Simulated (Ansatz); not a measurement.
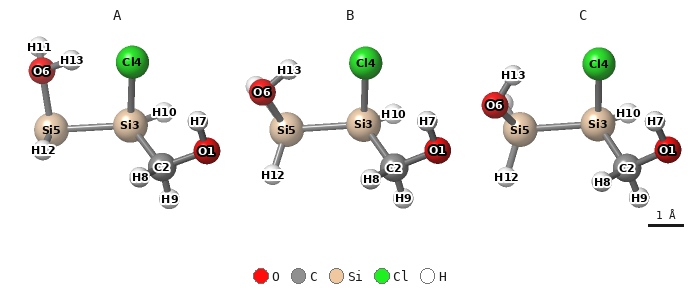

3 geometries from a converged minimum-energy path of CH7ClO2Si2, shuffled. The picture is a ball-and-stick view, seen at a tilt.

Level of theory: Ansatz, RKS B3LYP/STO-3G. Run with 7 movable images; climbing image; force threshold 0.05 eV/Å; iteration limit 60; starting path through a guess of the saddle point.

> Which frame is the top of the path?

B. In order along the path, whose images run from 0 to 8: C (image 3, +12.8 kJ/mol), B (image 5, +304.8 kJ/mol), A (image 8, +158.5 kJ/mol). A hydrogen atom shifts from one atom to another. Breaking: Si5–H11 (1.45 → 1.56 at the top → 2.45 Å). Forming: O6–H11 (2.64 → 1.39 at the top → 1.01 Å).

Limits of the set-up: STO-3G is a minimal basis, so the numbers are rough.

Cost: 7.9 min on 1 thread of Arm Neoverse V1 (shared host), peak memory 0.14 GiB.
